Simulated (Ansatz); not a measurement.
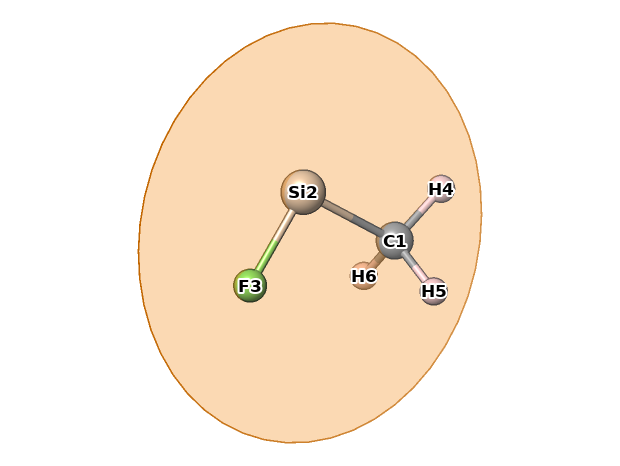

A disc through the centre of mass is drawn in. Atoms fade into the background with distance from the viewer. Computed geometry: PBE0-D4/def2-TZVP optimisation.

### Is the plane of the disc a mirror plane of the structure?

Yes. The reflection leaves C1, Si2, F3, H4 in place and moves H5 ↔ H6. The point group is Cs.
